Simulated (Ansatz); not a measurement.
**Geometry relaxation, with input and output: SiNH4Cl3 (part 2 of 2)**

Continued. System: SiNH4Cl3. Method: RKS PBE0-D4/def2-TZVP (Ansatz 0.2.0). The geometry is a transition state displaced along its imaginary mode. The reaction was set up to form Si1–Cl7 and N2–H6 and to break Si1–N2 and H6–Cl7 (atoms counted from 1 in the order of the input); sticks are drawn by distance alone.

Geometry of the input (Å):
```
Si -0.8208  -0.5176  0.1336
N  0.8799  0.0255  0.2847
Cl -0.9534  -1.1525  -1.7775
Cl -1.1944  -1.9873  1.4606
H  -1.6563  0.6854  0.3777
H  0.7505  1.0720  -0.3917
Cl 0.2825  2.2958  -1.2209
H  1.5464  -0.6329  -0.1170
H  1.1656  0.2114  1.2505
```

Trajectory as extended XYZ, continued
```
9
Properties=species:S:1:pos:R:3:forces:R:3 step=5 energy=-46989.79446
Si   -0.8670   -0.6129    0.1537    0.6142  -0.4602   0.6089
N     0.7651   -0.0173    0.2645   -0.0973  -0.1384   0.2805
Cl   -1.0777   -1.3293   -1.7092   -0.0732  -0.2186  -0.3129
Cl   -1.1282   -2.0887    1.5840   -0.0873   0.2858  -0.3858
H    -1.8188    0.4483    0.4002   -0.2765   0.3118   0.1369
H     0.8249    1.3954   -0.5400   -0.0408   0.2391  -0.1426
Cl    0.7710    2.5796   -1.1913    0.0281   0.0204  -0.0075
H     1.4699   -0.6045   -0.1709   -0.0601   0.0515   0.0899
H     1.0607    0.2293    1.2091   -0.0071  -0.0913  -0.2674
9
Properties=species:S:1:pos:R:3:forces:R:3 step=6 energy=-46989.84280
Si   -0.8651   -0.6524    0.1796    0.3346  -0.2778   0.3526
N     0.7491   -0.0526    0.2824   -0.1018   0.0601   0.1147
Cl   -1.0892   -1.3703   -1.6923   -0.0492  -0.1625  -0.1923
Cl   -1.1604   -2.1259    1.5907   -0.0817   0.1457  -0.2440
H    -1.8253    0.4115    0.4246   -0.2043   0.2121   0.1064
H     0.8375    1.5294   -0.6185   -0.0205  -0.1855   0.1025
Cl    0.8464    2.6881   -1.2273    0.0115   0.2416  -0.1310
H     1.4555   -0.6266   -0.1569    0.0733  -0.0356  -0.0209
H     1.0515    0.1987    1.2179    0.0382   0.0020  -0.0880
9
Properties=species:S:1:pos:R:3:forces:R:3 step=7 energy=-46989.84204 accepted=F
Si   -0.8351   -0.6649    0.2038   -0.5251  -0.0190   0.0150
N     0.7580   -0.0539    0.3111    0.6732  -0.4906  -0.5813
Cl   -1.0754   -1.4010   -1.6817    0.0885   0.1178   0.0952
Cl   -1.2774   -2.1632    1.5180    0.1018  -0.1206   0.0953
H    -1.8079    0.3978    0.5038    0.0609   0.0559  -0.1087
H     0.8190    1.5572   -0.6512   -0.0070   0.1066  -0.0627
Cl    0.8374    2.7194   -1.2691    0.0034  -0.1103   0.0573
H     1.4703   -0.6400   -0.1381   -0.3501   0.3542   0.2013
H     1.1111    0.2483    1.2036   -0.0457   0.1060   0.2885
9
Properties=species:S:1:pos:R:3:forces:R:3 step=8 energy=-46989.85961
Si   -0.8575   -0.6587    0.1980    0.1077  -0.0441   0.0585
N     0.7560   -0.0613    0.2981   -0.0230   0.0154   0.0399
Cl   -1.0790   -1.3794   -1.6853   -0.0175  -0.0288  -0.0376
Cl   -1.2115   -2.1541    1.5523   -0.0321   0.0319  -0.0476
H    -1.8157    0.4218    0.4580   -0.0291   0.0274   0.0303
H     0.8400    1.5471   -0.6345   -0.0374  -0.0333   0.0102
Cl    0.8270    2.7016   -1.2597    0.0160   0.0380  -0.0183
H     1.4648   -0.6304   -0.1463    0.0208  -0.0158  -0.0099
H     1.0758    0.2133    1.2195   -0.0055   0.0093  -0.0256
9
Properties=species:S:1:pos:R:3:forces:R:3 step=9 energy=-46989.86138
Si   -0.8486   -0.6631    0.2088    0.0635  -0.0166  -0.0105
N     0.7630   -0.0652    0.3160   -0.0495  -0.0153  -0.0190
Cl   -1.0879   -1.3230   -1.6964    0.0106  -0.0398  -0.0075
Cl   -1.2289   -2.1925    1.5140    0.0069   0.0025  -0.0302
H    -1.8016    0.4116    0.4992   -0.0373   0.0738   0.0475
H     0.8296    1.5350   -0.6629   -0.0219  -0.0358   0.0069
Cl    0.8212    2.6807   -1.3009    0.0108   0.0313  -0.0146
H     1.4830   -0.6403   -0.1025    0.0104   0.0030   0.0039
H     1.0701    0.2567    1.2249    0.0065  -0.0031   0.0235
9
Properties=species:S:1:pos:R:3:forces:R:3 step=10 energy=-46989.86200
Si   -0.8462   -0.6553    0.2118    0.0381  -0.0736  -0.0134
N     0.7657   -0.0664    0.3277   -0.0073   0.0134  -0.0101
Cl   -1.0798   -1.3091   -1.6983   -0.0033   0.0257   0.0122
Cl   -1.2335   -2.2114    1.4817   -0.0046   0.0020   0.0140
H    -1.7893    0.4239    0.5303   -0.0218   0.0302   0.0007
H     0.8010    1.5216   -0.6837    0.0284   0.0564  -0.0197
Cl    0.8242    2.6718   -1.3204   -0.0095  -0.0646   0.0293
H     1.4886   -0.6440   -0.0831   -0.0078   0.0207   0.0122
H     1.0693    0.2688    1.2341   -0.0123  -0.0102  -0.0252
9
Properties=species:S:1:pos:R:3:forces:R:3 step=11 energy=-46989.86264
Si   -0.8458   -0.6605    0.2105   -0.0133   0.0236  -0.0094
N     0.7624   -0.0594    0.3241   -0.0232  -0.0299  -0.0120
Cl   -1.0908   -1.3000   -1.7019    0.0046   0.0029   0.0105
Cl   -1.2246   -2.2181    1.4805    0.0035  -0.0059   0.0016
H    -1.7877    0.4203    0.5364   -0.0093  -0.0079  -0.0004
H     0.8151    1.5204   -0.6796    0.0052   0.0026  -0.0020
Cl    0.8272    2.6623   -1.3279    0.0007  -0.0019  -0.0006
H     1.4896   -0.6383   -0.0764    0.0145   0.0097   0.0026
H     1.0546    0.2733    1.2344    0.0174   0.0068   0.0096
9
Properties=species:S:1:pos:R:3:forces:R:3 step=12 energy=-46989.86284
Si   -0.8489   -0.6596    0.2130    0.0054  -0.0087   0.0034
N     0.7592   -0.0592    0.3280    0.0026   0.0059   0.0038
Cl   -1.0911   -1.2920   -1.7018   -0.0012   0.0015   0.0003
Cl   -1.2208   -2.2256    1.4758   -0.0009   0.0032  -0.0026
H    -1.7973    0.4143    0.5439    0.0055  -0.0023  -0.0002
H     0.8190    1.5199   -0.6822   -0.0006  -0.0027   0.0011
Cl    0.8356    2.6574   -1.3371    0.0023   0.0028  -0.0026
H     1.4893   -0.6322   -0.0757   -0.0088   0.0018  -0.0003
H     1.0551    0.2768    1.2362   -0.0043  -0.0015  -0.0029
9
Properties=species:S:1:pos:R:3:forces:R:3 step=13 energy=-46989.86290
Si   -0.8502   -0.6617    0.2147    0.0019   0.0035   0.0056
N     0.7558   -0.0554    0.3297   -0.0034  -0.0051  -0.0041
Cl   -1.0939   -1.2876   -1.7019    0.0003  -0.0002  -0.0007
Cl   -1.2163   -2.2326    1.4727    0.0008  -0.0016  -0.0012
H    -1.8006    0.4083    0.5511   -0.0004   0.0007  -0.0003
H     0.8200    1.5219   -0.6845    0.0006   0.0011  -0.0010
Cl    0.8479    2.6558   -1.3456    0.0009  -0.0027   0.0011
H     1.4861   -0.6277   -0.0747    0.0013   0.0032   0.0001
H     1.0511    0.2790    1.2386   -0.0019   0.0010   0.0005
9
Properties=species:S:1:pos:R:3:forces:R:3 step=14 energy=-46989.86294
Si   -0.8518   -0.6634    0.2180   -0.0021   0.0053  -0.0013
N     0.7519   -0.0517    0.3332    0.0013  -0.0055  -0.0020
Cl   -1.0977   -1.2765   -1.7026    0.0001  -0.0012   0.0013
Cl   -1.2107   -2.2453    1.4644    0.0023   0.0032  -0.0021
H    -1.8046    0.4019    0.5631    0.0004  -0.0023   0.0021
H     0.8220    1.5211   -0.6891   -0.0005   0.0006  -0.0018
Cl    0.8608    2.6496   -1.3587    0.0004  -0.0027   0.0020
H     1.4847   -0.6223   -0.0694    0.0007   0.0033   0.0015
H     1.0454    0.2864    1.2412   -0.0027  -0.0007   0.0002
9
Properties=species:S:1:pos:R:3:forces:R:3 step=15 energy=-46989.86295
Si   -0.8528   -0.6638    0.2186   -0.0028   0.0045   0.0039
N     0.7497   -0.0496    0.3347    0.0034  -0.0033  -0.0055
Cl   -1.1003   -1.2710   -1.7036    0.0003   0.0001   0.0033
Cl   -1.2065   -2.2505    1.4604    0.0008  -0.0003  -0.0023
H    -1.8071    0.3981    0.5702    0.0015  -0.0016  -0.0021
H     0.8234    1.5197   -0.6918   -0.0011  -0.0025   0.0017
Cl    0.8678    2.6458   -1.3646    0.0004   0.0021  -0.0012
H     1.4842   -0.6188   -0.0665    0.0003   0.0015   0.0013
H     1.0416    0.2901    1.2427   -0.0029  -0.0004   0.0010
9
Properties=species:S:1:pos:R:3:forces:R:3 step=16 energy=-46989.86296
Si   -0.8530   -0.6635    0.2188   -0.0021   0.0015   0.0007
N     0.7494   -0.0490    0.3346   -0.0003  -0.0021  -0.0032
Cl   -1.1015   -1.2705   -1.7031    0.0000   0.0011  -0.0018
Cl   -1.2049   -2.2520    1.4587   -0.0006   0.0005   0.0019
H    -1.8073    0.3982    0.5711    0.0018  -0.0029  -0.0002
H     0.8234    1.5192   -0.6919   -0.0004  -0.0048   0.0026
Cl    0.8694    2.6448   -1.3654    0.0002   0.0053  -0.0030
H     1.4843   -0.6184   -0.0655    0.0011   0.0001   0.0001
H     1.0402    0.2911    1.2427    0.0001   0.0013   0.0027
9
Properties=species:S:1:pos:R:3:forces:R:3 step=17 energy=-46989.86296
Si   -0.8529   -0.6637    0.2187   -0.0013   0.0019   0.0006
N     0.7497   -0.0494    0.3344    0.0002  -0.0006  -0.0009
Cl   -1.1013   -1.2701   -1.7034   -0.0003  -0.0009  -0.0007
Cl   -1.2053   -2.2514    1.4594   -0.0003   0.0001  -0.0003
H    -1.8071    0.3982    0.5706    0.0016  -0.0014   0.0003
H     0.8230    1.5189   -0.6921    0.0003  -0.0032   0.0018
Cl    0.8689    2.6451   -1.3647   -0.0001   0.0034  -0.0020
H     1.4847   -0.6189   -0.0653    0.0001   0.0003   0.0000
H     1.0404    0.2912    1.2424   -0.0002   0.0004   0.0012
```

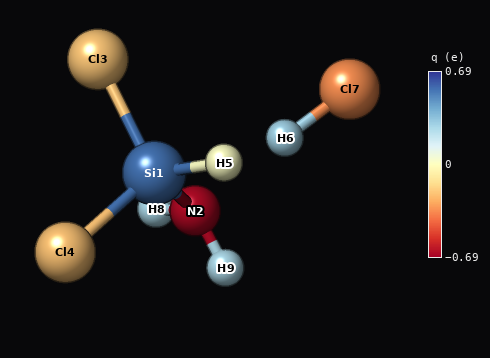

Mulliken charges, as the colour of each atom (ball-and-stick view, seen at a tilt; atoms are numbered from 1 in the order of the input; Mulliken charges depend strongly on the basis). By element: Si +0.55, N −0.66, Cl −0.34 to −0.20 and H +0.01 to +0.30 e.

Summary

```csv
quantity,value
outcome,converged
total energy,−46989.8630 eV
mean-field energy,−46989.6365 eV
dispersion energy,−0.2265 eV
SCF solution under orbital rotations,stable
largest force (length of the vector) at the end,0.004 eV/Å
dipole moment,2.87 D
hardware,"8 threads of Arm Neoverse V1, 23 GiB of memory available, shared host"
wall time,44 s (CPU time 5.2 min)
peak memory,0.66 GiB
```
